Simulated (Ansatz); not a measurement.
# Run report: Si₄, single-point calculation

Si₄, computed with RKS PBE-d3bjatm/ANO-RCC-VTZP (Ansatz 0.2.0).

Some settings of this run were made unusual or wrong on purpose. The geometry comes from this level: PBE0-D4/def2-TZVP.

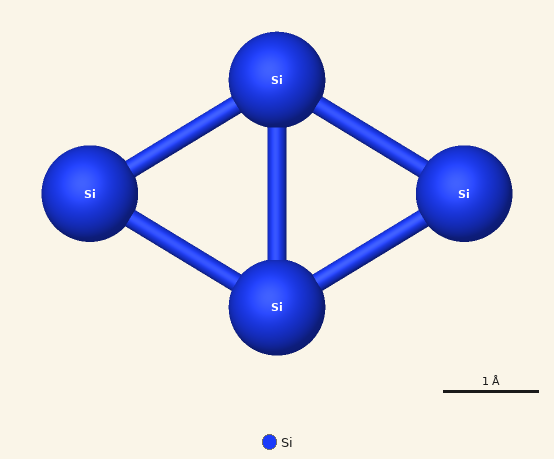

Fig. 1: The structure (ball-and-stick view, seen on its broad side). Bond lengths as drawn: Si–Si 2.31 to 2.39 Å.

**Input**
```yaml
crystal:
  periodic: [false, false, false]
  atoms:
    - {symbol: Si, position_ang: [1.067466, -0.501881, 1.579597]}
    - {symbol: Si, position_ang: [-0.860313, 0.422166, 0.715518]}
    - {symbol: Si, position_ang: [-1.066093, 0.504722, -1.579622]}
    - {symbol: Si, position_ang: [0.858939, -0.424998, -0.715494]}
basis:
  gaussian: {orbitals: ANO-RCC-VTZP, final_grid: {core_spheres: 1, valence_spheres: 1, degree: 1}}
hamiltonian: {xc: {name: PBE}}
```

Hardware: 4 threads of Arm Neoverse V1, 23 GiB of memory available, shared host.

Launch command:
```bash
ansatz run in.yaml --threads 4 --pin off --events-out ev --progress --plain --max-ram 10444MiB
```

**What the program printed**
```
Functional definition: PBE
  name "PBE"
  cite "Perdew, Burke & Ernzerhof, Phys. Rev. Lett. 77, 3865 (1996) doi:10.1103/PhysRevLett.77.3865"
  parent pbe
  parameter kappa = 0.804
  parameter beta = 0.06672455060314922
  exchange = pbe_x(kappa = kappa, mu = beta*pi^2/3)
  correlation = pbe_c(beta = beta)
1332 factors; their error is unknown
mean field evaluation 1: about -31556.0890 eV, gradient 3.1e1 eV
mean field evaluation 2: about -31548.2928 eV, gradient 5.2e1 eV
mean field evaluation 4: about -31560.0041 eV, gradient 3.4e0 eV
mean field evaluation 8: about -31613.2341 eV, gradient 7.0e1 eV
mean field evaluation 16: about -31708.7901 eV, gradient 2.2e1 eV
mean field evaluation 32: about -31538.6744 eV, gradient 1.4e2 eV
a density is far from that of the atoms, so the factors are made again for it
1582 factors; integrals over basis functions are off by at most 3.7e-6 eV
mean field evaluation 64: about -31536.4132 eV, gradient 1.4e2 eV
mean field -31738.65202196 eV, -1166.3739485761 hartree, gradient 1.4e-5 eV, S^2 0.000000; 0 other end points of the search recorded, 0 dependent functions left out
reference -31738.65209021 eV, -1166.3739510841 hartree; 28, 28 occupied and 108, 108 virtual orbitals, 1582 factors
Total energy: -31738.65209021 eV, -1166.3739510841 hartree
Relativity: scalar
```

**What the run reported**

```tsv
quantity	value
outcome	converged
total energy	−31738.6521 eV
SCF solution under orbital rotations	stable
wall time	16 s (CPU time 55 s)
peak memory	0.38 GiB
```

**Diagnosis**

A setting was made wrong on purpose: grid. The program still converged, but the numbers can't be taken as results for the intended system.
